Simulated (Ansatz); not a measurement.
# What TlSbS3 (model cell, started as cubic perovskite with Sb in the octahedra) distorts into, part 2 of 3

Aim: this structure of TlSbS3 (model cell, started as cubic perovskite with Sb in the octahedra) is to be tested for unstable modes, and one is followed downhill.

Ansatz 0.2.0; DFT LDA, scalar-relativistic, plane waves, PAW; PAW set soft_1.

So far, highest frequency on the path or at a solved wavevector (cm⁻¹): step 2 (the dispersion) 352. Also lowest frequency on the path (cm⁻¹): step 2 -143.

The structure was built from a prototype and need not be the compound's stable phase.

## (5) Energy along the mode, all amplitudes (two of the runs are shown above)

An imaginary frequency means negative curvature, so the energy should fall and then rise again as anharmonic terms take over.

This step gave:

- depth at the lowest point sampled: 34.26 meV/atom
- largest atomic shift at that point: 0.6 Å

Table of energy from the parent by largest atomic shift:

| largest atomic shift (Å) | energy from the parent (meV/atom) |
| --- | --- |
| 0.000 | 0 |
| 0.040 | -0.419 |
| 0.080 | -1.63 |
| 0.140 | -4.67 |
| 0.220 | -10.3 |
| 0.320 | -19.0 |
| 0.450 | -30.1 |
| 0.600 | -34.3 |

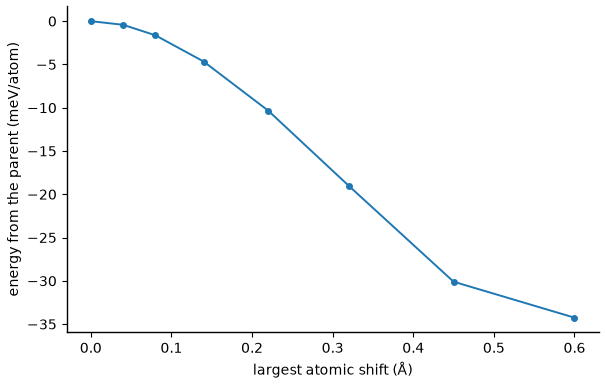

Energy from the parent against largest atomic shift.

Displacement at unit largest shift by atom:

| atom | x (Å) | y (Å) | z (Å) | size |
| --- | --- | --- | --- | --- |
| Tl1 | 0.00 | 0.01 | -0.03 | 0.03 |
| Tl2 | 0.00 | -0.01 | 0.03 | 0.03 |
| Sb3 | 0.00 | -0.11 | 0.04 | 0.12 |
| Sb4 | 0.00 | 0.11 | -0.04 | 0.12 |
| S5 | 0.00 | 0.00 | 0.00 | 0.00 |
| S6 | 0.00 | 0.00 | 0.00 | 0.00 |
| S7 | 0.00 | 0.00 | 0.00 | 0.00 |
| S8 | 0.00 | 0.00 | 0.00 | 0.00 |
| S9 | 0.00 | 0.95 | -0.32 | 1.00 |
| S10 | 0.00 | -0.95 | 0.32 | 1.00 |

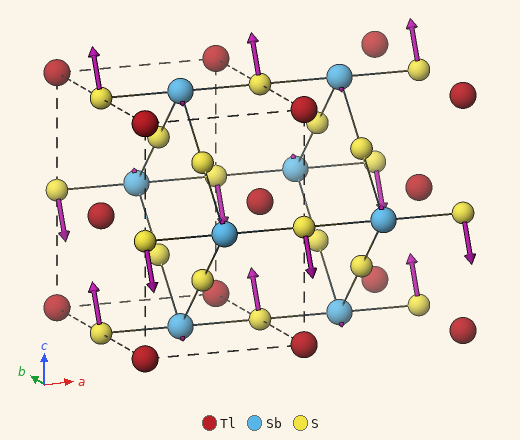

Displacement at unit largest shift as arrows, the longest 1.00 Å. 2×1×1 cells are drawn. Some periodic images of atoms are drawn too.

The lowest of the steps tried is the last one, at 0.6 Å, 34.3 meV/atom below the parent; the bottom of the well need not coincide with a step.

## (6) Relaxation from the frozen mode

Starting from the lowest point found, all atoms and the cell are let go, so that strain and other modes of the same symmetry can join in.

input.yaml

```yaml
crystal:
  lattice:
    - [-4.9559718062, 0.0, 0.0]
    - [0.0, -4.9559718062, -4.9559718062]
    - [0.0, -4.9559718062, 4.9559718062]
  atoms:
    - { symbol: Tl, position: [0.0, 0.5012900664, 0.49742104] }
    - { symbol: Tl, position: [0.0, -0.0012900664, 0.00257896] }
    - { symbol: Sb, position: [0.5, 0.0044591981, 0.5089143427] }
    - { symbol: Sb, position: [0.5, 0.4955408019, -0.0089143427] }
    - { symbol: S, position: [0.5, 0.25, 0.25] }
    - { symbol: S, position: [0.5, 0.75, 0.75] }
    - { symbol: S, position: [0.5, 0.25, 0.75] }
    - { symbol: S, position: [0.5, 0.75, 0.25] }
    - { symbol: S, position: [1.0, -0.0382983762, 0.4234380622] }
    - { symbol: S, position: [1.0, 0.5382983762, 0.0765619378] }
kpoints:
  mp_grid: { grid: [8, 6, 6] }
hamiltonian:
  xc: lda
  pseudopotentials: { kind: paw, azcp: { folder: soft_1 }, xc_functional: pbe }
scf:
  occupations: { method: methfessel_paxton, width: 0.2 }
output:
  forces: true
  stress: true
  eigenvalues: true
relax:
  adjacent_minimum: "off"
  f_tol: 0.002
  max_steps: 120
  cell: { stress_tol: 0.03 }
```

Run with:

```console
> ansatz run input.yaml --threads 4 --pin off --max-ram 16384MiB --backend cpu --events-out ev --progress --plain --runs-dir out
```

Numbers of over 12 decimals in the logs are rounded to 6 here.

What it wrote:

```text
[...]
Crystal: 10 atoms, lattice volume = 243.454 Å³
Basis set: ecut = 420 eV, 4781 PW (Γ)
Bands: 56, of which v1, the nominal top of the filled ones, is band 46 counted from 1 (45 counted from 0)
Symmetry: 4 space group operations
[...]
k-points: 100 of 288
[...]
SCF iter   1: F=—  HF=-40186.350856 eV  |F-HF|=—  |Δ(HF+E_count)|=         —  Δρ=2.99e-2  dr2=5.28e0  ethr=3.10e-3  ⟨swp⟩=9.4  Hψ=26433  notcnv=0
[...]
SCF iter  10: F=-40184.542497 eV  HF=-40184.542497 eV  |F-HF|=7.53e-9  |Δ(HF+E_count)|=   2.44e-8  S|Δr|=    0.00e0  Δρ=1.60e-6  dr2=1.77e-8  ethr=1.09e-10  ⟨swp⟩=14.4  Hψ=30524  notcnv=0
SCF 1 converged in 10 iterations: F = -40184.542497 eV  dr2 = 1.77e-8
[...]
relax step   1: F+E_penalty+E_count = -40184.54249728 eV  Δ(F+E_penalty+E_count) = +0.000e0 eV  max|allowed force component| = 4.497e-1 eV/Å  Δτ_max = 0.0000 Å  P = +0.073 GPa  Ω = 243.454 Å³  (10 SCF iters, dr2 threshold 1.00e-7 eV, accepted)
Crystal: 10 atoms, lattice volume = 241.734 Å³
Basis set: ecut = 420 eV, 4701 PW (Γ)
[...]
SCF iter   7: F=-40184.756847 eV  HF=-40184.756847 eV  |F-HF|=8.98e-8  |Δ(HF+E_count)|=   1.73e-7  S|Δr|=    0.00e0  Δρ=5.01e-6  dr2=1.79e-7  ethr=1.09e-9  ⟨swp⟩=9.0  Hψ=26209  notcnv=0
SCF 2 converged in 7 iterations: F = -40184.756847 eV  dr2 = 1.79e-7
relax step   2: F+E_penalty+E_count = -40184.75684660 eV  Δ(F+E_penalty+E_count) = -2.143e-1 eV  max|allowed force component| = 1.637e-1 eV/Å  Δτ_max = 0.1363 Å  P = +0.053 GPa  Ω = 241.734 Å³  energy of the carried Pulay correction = +3.221e-4 eV  (7 SCF iters, dr2 threshold 1.00e-6 eV, accepted)
Crystal: 10 atoms, lattice volume = 239.568 Å³
Basis set: ecut = 420 eV, 4661 PW (Γ)
[...]
SCF iter   7: F=-40184.844958 eV  HF=-40184.844959 eV  |F-HF|=3.40e-7  |Δ(HF+E_count)|=   8.04e-7  S|Δr|=    0.00e0  Δρ=1.00e-5  dr2=5.11e-7  ethr=1.09e-9  ⟨swp⟩=10.1  Hψ=29951  notcnv=0
SCF 3 converged in 7 iterations: F = -40184.844958 eV  dr2 = 5.11e-7
relax step   3: F+E_penalty+E_count = -40184.84495843 eV  Δ(F+E_penalty+E_count) = -8.811e-2 eV  max|allowed force component| = 8.413e-2 eV/Å  Δτ_max = 0.1943 Å  P = +0.083 GPa  Ω = 239.568 Å³  energy of the carried Pulay correction = +7.309e-4 eV  (7 SCF iters, dr2 threshold 1.00e-6 eV, accepted)
[... from here on, the SCF cycles and remarks between the steps are left out ...]
relax step   4: F+E_penalty+E_count = -40184.87702838 eV  Δ(F+E_penalty+E_count) = -3.207e-2 eV  max|allowed force component| = 1.807e-1 eV/Å  Δτ_max = 0.1291 Å  P = +0.110 GPa  Ω = 237.335 Å³  energy of the carried Pulay correction = +1.156e-3 eV  (8 SCF iters, dr2 threshold 1.00e-6 eV, accepted)
relax step   5: F+E_penalty+E_count = -40184.93007867 eV  Δ(F+E_penalty+E_count) = -5.305e-2 eV  max|allowed force component| = 1.151e-1 eV/Å  Δτ_max = 0.0682 Å  P = +0.010 GPa  Ω = 235.874 Å³  energy of the carried Pulay correction = +1.437e-3 eV  (8 SCF iters, dr2 threshold 1.00e-6 eV, accepted)
relax step   6: F+E_penalty+E_count = -40184.89973902 eV  Δ(F+E_penalty+E_count) = +3.034e-2 eV  max|allowed force component| = 3.187e-1 eV/Å  Δτ_max = 0.1488 Å  P = +0.580 GPa  Ω = 232.063 Å³  energy of the carried Pulay correction = +2.176e-3 eV  (8 SCF iters, dr2 threshold 1.00e-6 eV, rejected (line search))
relax step   7: F+E_penalty+E_count = -40184.96464202 eV  Δ(F+E_penalty+E_count) = -3.456e-2 eV  max|allowed force component| = 1.294e-1 eV/Å  Δτ_max = 0.0489 Å  P = -0.236 GPa  Ω = 236.334 Å³  energy of the carried Pulay correction = +1.348e-3 eV  (13 SCF iters, accepted)
relax step   8: F+E_penalty+E_count = -40184.95015614 eV  Δ(F+E_penalty+E_count) = +1.449e-2 eV  max|allowed force component| = 4.416e-1 eV/Å  Δτ_max = 0.0530 Å  P = +0.267 GPa  Ω = 233.788 Å³  energy of the carried Pulay correction = +1.840e-3 eV  (7 SCF iters, dr2 threshold 1.00e-6 eV, rejected (line search))
relax step   9: F+E_penalty+E_count = -40184.97037096 eV  Δ(F+E_penalty+E_count) = -5.729e-3 eV  max|allowed force component| = 1.081e-2 eV/Å  Δτ_max = 0.0244 Å  P = -0.031 GPa  Ω = 235.141 Å³  energy of the carried Pulay correction = +1.578e-3 eV  (12 SCF iters, accepted)
relax step  10: F+E_penalty+E_count = -40184.97040628 eV  Δ(F+E_penalty+E_count) = -3.532e-5 eV  max|allowed force component| = 1.806e-2 eV/Å  Δτ_max = 0.0080 Å  P = +0.049 GPa  Ω = 234.825 Å³  energy of the carried Pulay correction = +1.639e-3 eV  (8 SCF iters, dr2 threshold 7.31e-9 eV, rejected (line search))
relax step  11: F+E_penalty+E_count = -40184.97048218 eV  Δ(F+E_penalty+E_count) = -1.112e-4 eV  max|allowed force component| = 3.864e-3 eV/Å  Δτ_max = 0.0039 Å  P = +0.002 GPa  Ω = 235.016 Å³  energy of the carried Pulay correction = +1.602e-3 eV  (10 SCF iters, accepted)
relax step  12: F+E_penalty+E_count = -40184.97050181 eV  Δ(F+E_penalty+E_count) = -1.963e-5 eV  max|allowed force component| = 4.866e-4 eV/Å  Δτ_max = 0.0052 Å  P = -0.001 GPa  Ω = 235.023 Å³  energy of the carried Pulay correction = +1.601e-3 eV  (8 SCF iters, dr2 threshold 9.33e-10 eV, accepted)
relax step  13: F+E_penalty+E_count = -40184.97228783 eV  Δ(F+E_penalty+E_count) = -1.786e-3 eV  max|allowed force component| = 4.851e-4 eV/Å  Δτ_max = 0.0000 Å  P = +0.009 GPa  Ω = 235.023 Å³  stress off target by 3.40e-2 GPa  SCF on the basis re-selected at this cell (its energy is not comparable with the rows above)  (6 SCF iters)
relax step  14: F+E_penalty+E_count = -40184.97231169 eV  Δ(F+E_penalty+E_count) = -2.386e-5 eV  max|allowed force component| = 3.615e-4 eV/Å  Δτ_max = 0.0015 Å  P = +0.000 GPa  Ω = 235.042 Å³  energy of the carried Pulay correction = -4.098e-6 eV  (7 SCF iters, dr2 threshold 2.89e-9 eV, accepted)
[...]
SCF iter   5: F=-40184.972314 eV  HF=-40184.972314 eV  |F-HF|=0.00e0  |Δ(HF+E_count)|=  6.55e-11  S|Δr|=    0.00e0  Δρ=7.39e-8  dr2=2.72e-11  ethr=1.00e-12  ⟨swp⟩=8.7  Hψ=27146  notcnv=0
SCF 15 converged in 5 iterations: F = -40184.972314 eV  dr2 = 2.72e-11
relax step  15: F+E_penalty+E_count = -40184.97231426 eV  Δ(F+E_penalty+E_count) = -2.565e-6 eV  max|allowed force component| = 3.616e-4 eV/Å  Δτ_max = 0.0000 Å  P = +0.000 GPa  Ω = 235.042 Å³  stress off target by 4.07e-3 GPa  SCF on the basis re-selected at this cell (its energy is not comparable with the rows above)  (5 SCF iters)
[...]
SCF converged after 5 iterations
[...]
Free energy (F): -40184.972314 eV
[...]
Internal energy: -40184.986743 eV  (E = F + TS)
E sigma→0 (E₀):  -40184.975921 eV
Entropy (-TS):   0.014429 eV (1.443 meV/atom)
Fermi energy:    7.227828 eV
[...]
--- Forces (eV/Å), atoms counted from 1 ---
  atom   1  Tl    -0.00000000     0.00014104     0.00018050
  atom   2  Tl     0.00000000    -0.00014104    -0.00018050
  atom   3  Sb    -0.00000000     0.00032739    -0.00000248
  atom   4  Sb     0.00000000    -0.00032739     0.00000248
  atom   5  S      0.00000000     0.00000000     0.00000000
  atom   6  S     -0.00000000     0.00000000     0.00000000
  atom   7  S      0.00000000     0.00000000     0.00000000
  atom   8  S      0.00000000     0.00000000     0.00000000
  atom   9  S      0.00000000    -0.00036159     0.00004117
  atom  10  S     -0.00000000     0.00036159    -0.00004117
  max |Σ_I F_I| component: 6.78e-21 eV/Å
--- Stress (GPa, compression-positive) ---
       -0.004069       0.000000       0.000000
        0.000000       0.003052      -0.000012
        0.000000      -0.000012       0.001532
  P = ⅓ Tr σ = 0.0002 GPa (0.002 kbar)
--- Band table (eV; the first three rows and the last of 100) ---
  k-point 0: bands = [... 42 lower, 6.6341, 6.8810, 7.0344, 7.2747, 7.2942, 7.8970, 8.9645, 9.5353, ... 6 higher]
  k-point 1: bands = [... 42 lower, 6.5623, 6.8257, 6.8996, 7.1754, 7.2049, 7.9656, 9.0675, 9.7256, ... 6 higher]
  k-point 2: bands = [... 42 lower, 6.5695, 6.5740, 6.9911, 7.0336, 7.0501, 7.7934, 9.7264, 10.1637, ... 6 higher]
  k-point 99: bands = [... 42 lower, 5.9756, 6.1359, 6.5757, 7.6737, 7.7984, 8.9360, 9.1881, 10.2505, ... 6 higher]
--- Relaxed structure (13 steps of the walk, 10 accepted, 2 SCFs on fresh bases) ---
  F+E_penalty+E_count = -40184.97231426 eV   max|allowed force component| = 3.616e-4 eV/Å   (the final SCF, on the basis selected at the relaxed cell)
  cell:  # Å, volume = 235.0422 Å³
    - [-4.291583, 0.0, 0.0]
    - [0.0, -5.343719, -5.124514]
    - [0.0, -5.343744, 5.124538]
  atoms:
    - { symbol: Tl, position: [0, 0.488099, 0.512021] }
    - { symbol: Tl, position: [0, 0.011901, -0.012021] }
    - { symbol: Sb, position: [0.5, 0.014205, 0.514185] }
    - { symbol: Sb, position: [0.5, 0.485795, -0.014185] }
    - { symbol: S, position: [0.5, 0.250000, 0.25] }
    - { symbol: S, position: [0.5, 0.750000, 0.750000] }
    - { symbol: S, position: [0.5, 0.250000, 0.75] }
    - { symbol: S, position: [0.5, 0.75, 0.250000] }
    - { symbol: S, position: [1.0, -0.109902, 0.390061] }
    - { symbol: S, position: [1.0, 0.609902, 0.109939] }
```

Run time: 6.9 min. Hardware: 4 threads of Arm Neoverse V1, shared host; peak memory 1.3 GiB.

Relaxation path:

| step | energy less that of the first step (eV) | largest force component (eV/Å) | pressure (GPa) | volume (Å³) |
| --- | --- | --- | --- | --- |
| 1 | 0.0000 | 0.4497 | 0.07 | 243.45 |
| 2 | -0.2143 | 0.1638 | 0.05 | 241.73 |
| 3 | -0.3025 | 0.0841 | 0.08 | 239.57 |
| 4 | -0.3345 | 0.1807 | 0.11 | 237.33 |
| 5 | -0.3876 | 0.1151 | 0.01 | 235.87 |
| 6 | -0.3572 | 0.3187 | 0.58 | 232.06 |
| 7 | -0.4221 | 0.1294 | -0.24 | 236.33 |
| 8 | -0.4077 | 0.4416 | 0.27 | 233.79 |
| 9 | -0.4279 | 0.0108 | -0.03 | 235.14 |
| 10 | -0.4279 | 0.0181 | 0.05 | 234.82 |
| 11 | -0.4280 | 0.0039 | 0.00 | 235.02 |
| 12 | -0.4280 | 0.0005 | 0.00 | 235.02 |
| 13* | -0.4298 | 0.0005 | 0.01 | 235.02 |
| 14 | -0.4298 | 0.0004 | 0.00 | 235.04 |
| 15* | -0.4298 | 0.0004 | 0.00 | 235.04 |

Relaxation steps marked * repeat the geometry before them on a plane-wave basis chosen anew for their cell, so energy and pressure can jump there. Relaxation steps 6, 8, 10 were tried and not accepted.

Forces are held to the 4 operations that the run works with; a distortion that breaks them can't arise in this run.

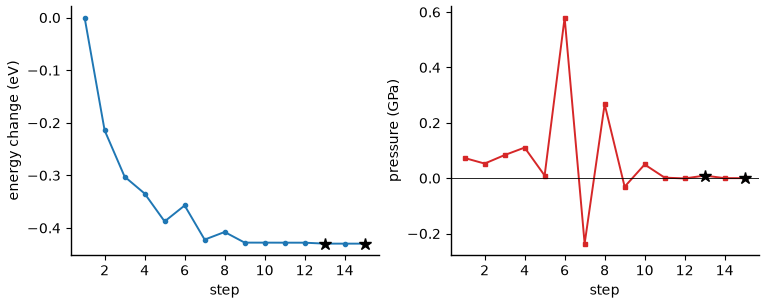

Energy and pressure along the relaxation. Stars mark steps on a basis chosen anew.

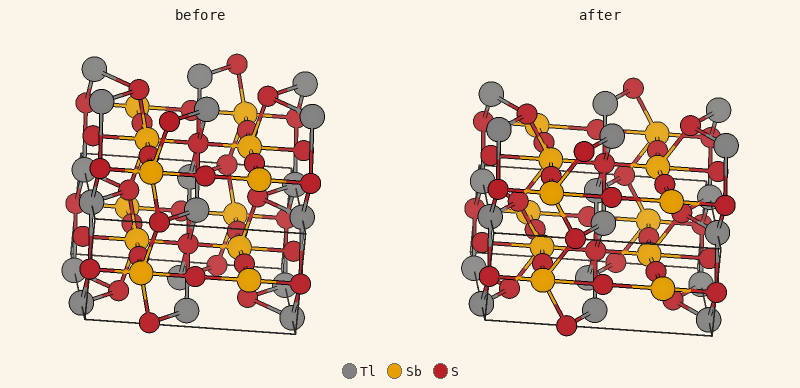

The structure before and after the relaxation, drawn at the same scale.

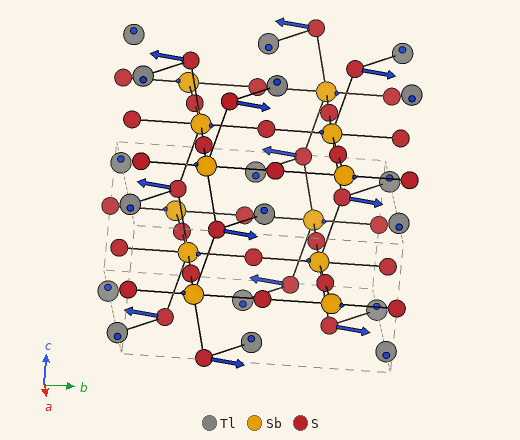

Displacements in the relaxation, exaggerated, measured against the changing cell; the longest in the cell stands for 0.59 Å. Bonds to atoms that aren't drawn are left out. 1×1×2 conventional cells are drawn. Some periodic images of atoms are drawn too.

| cell as run | before | after | change |
| --- | --- | --- | --- |
| a (Å) | 4.956 | 4.292 | -13.4 % |
| b (Å) | 7.009 | 7.404 | +5.6 % |
| c (Å) | 7.009 | 7.404 | +5.6 % |
| α (°) | 90.00 | 87.60 | -2.7 % |
| volume (Å³/atom) | 24.35 | 23.50 | -3.5 % |

The atoms that moved most (Å, as changes of fractional coordinates times the final cell):

| atom | dx | dy | dz | length |
| --- | --- | --- | --- | --- |
| S10 | 0.000 | -0.561 | -0.196 | 0.594 |
| S9 | 0.000 | 0.561 | 0.196 | 0.594 |
| Tl1 | 0.000 | -0.008 | 0.142 | 0.143 |
| Tl2 | 0.000 | 0.008 | -0.142 | 0.143 |
| Sb3 | 0.000 | -0.080 | -0.023 | 0.083 |
| Sb4 | 0.000 | 0.080 | 0.023 | 0.083 |

Numbers from this step:

```yaml
pressure: 1.72e-4 GPa
volume_per_atom: 23.50 Å³
```

The distorted start has space group P2/m; the relaxation ends in Cmmm.

## (7) The new phase in its own primitive cell

The relaxed structure is symmetrised, reduced to its primitive cell and relaxed tightly, as its phonons need.

input.yaml, the sections that differ from step 6:

```yaml
crystal:
  lattice:
    - [5.1245257896, -5.3437315955, 0.0]
    - [5.1245257896, 5.3437315955, 0.0]
    - [0.0, 0.0, 4.2915825146]
  atoms:
    - { symbol: Tl, position: [0.2379787963, 0.2379787963, 0.0] }
    - { symbol: Tl, position: [0.7620212037, 0.7620212037, 0.0] }
    - { symbol: Sb, position: [0.2358651234, 0.7641348766, 0.5] }
    - { symbol: Sb, position: [0.7641348766, 0.2358651234, 0.5] }
    - { symbol: S, position: [0.5, 0.0, 0.5] }
    - { symbol: S, position: [0.0, 0.5, 0.5] }
    - { symbol: S, position: [0.0, 0.0, 0.5] }
    - { symbol: S, position: [0.5, 0.5, 0.5] }
    - { symbol: S, position: [0.3599806874, 0.6400193126, 0.0] }
    - { symbol: S, position: [0.6400193126, 0.3599806874, 0.0] }
kpoints:
  mp_grid: { grid: [6, 6, 8] }
relax:
  adjacent_minimum: "off"
  f_tol: 0.001
  max_steps: 60
  cell: { stress_tol: 0.01 }
# hamiltonian, scf, output: as in step 6
```

What it wrote:

```text
[...]
Crystal: 10 atoms, lattice volume = 235.042 Å³
Basis set: ecut = 420 eV, 4567 PW (Γ)
Bands: 56, of which v1, the nominal top of the filled ones, is band 46 counted from 1 (45 counted from 0)
Symmetry: 8 space group operations
[...]
k-points: 65 of 288
[...]
- { symbol: Sb, position: [0.235802, 0.764198, 0.500000] }
    - { symbol: Sb, position: [0.764198, 0.235802, 0.500000] }
    - { symbol: S, position: [0.500000, 2.7755575615628914e-17, 0.500000] }
    - { symbol: S, position: [2.7755575615628914e-17, 0.500000, 0.500000] }
    - { symbol: S, position: [0, 0, 0.500000] }
    - { symbol: S, position: [0.500000, 0.500000, 0.500000] }
    - { symbol: S, position: [0.359931, 0.640069, 0.0] }
    - { symbol: S, position: [0.640069, 0.359931, 0.0] }
[key lines of the parts left out:]
SCF converged after 7 iterations
Free energy (F): -40184.972321 eV
Fermi energy:    7.227932 eV
P = ⅓ Tr σ = -0.0003 GPa (-0.003 kbar)
```

It took 58 s on 4 threads; peak memory 0.99 GiB; 3.8 min of CPU time.

Little changed from the start: no atom moved by 0.005 Å and no cell edge by 0.1 %.

Numbers from this step:

| Quantity | Value |
| --- | --- |
| pressure | -3.03e-4 GPa |

The largest force component left is 0.45 meV/Å and the pressure is 0.000 GPa, within the tolerances set. The cell now holds 23.50 Å³/atom.

(Continued in part 3 of 3.)

[Logs are printed without paths, hosts, clocks, repeated set-up lines and the standing remarks that a program may print on its own settings, such as how far it seeks lower states.]

[Hosts, paths, dates, database ids (printed as entryN), source tags and the programs' standing remarks are cut or masked in the printed files.]
